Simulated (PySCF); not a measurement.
SMILES COCC[Si](C)(C)C (C6H16OSi) at its GFN2-xTB optimised geometry (Å):

```
24

C      0.2957     0.7706     3.9448
O      0.2518    -0.1416     2.8837
C     -0.9968    -0.7840     2.7482
C     -0.9505    -1.6537     1.5055
Si    -0.2706    -0.6760     0.0000
C     -0.8983    -1.5610    -1.5752
C      1.6348    -0.6760     0.0000
C     -0.9459     1.1095     0.0000
H      0.1150     0.2743     4.9073
H      1.2927     1.2077     3.9460
H     -0.4514     1.5660     3.8195
H     -1.7909    -0.0275     2.6497
H     -1.2117    -1.3778     3.6527
H     -0.3090    -2.5115     1.7014
H     -1.9512    -2.0373     1.3132
H     -1.9807    -1.5296    -1.6530
H     -0.4939    -1.0941    -2.4673
H     -0.5997    -2.6046    -1.5901
H      2.0277    -1.6781    -0.1452
H      2.0188    -0.3035     0.9432
H      2.0290    -0.0512    -0.7959
H     -2.0290     1.1284     0.0819
H     -0.6790     1.6284    -0.9157
H     -0.5388     1.6781     0.8295
```

Method: CAM-B3LYP/def2-SVP run with PySCF.

Map of the Laplacian of the electron density (e/bohr⁵), clipped to [-1.50, 1.50] on the plane z = 0.6 Å:

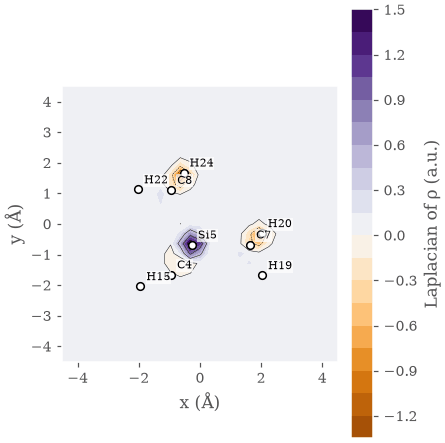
Figure: Laplacian of the electron density (e/bohr⁵), clipped to [-1.50, 1.50] on the plane z = 0.6 Å.
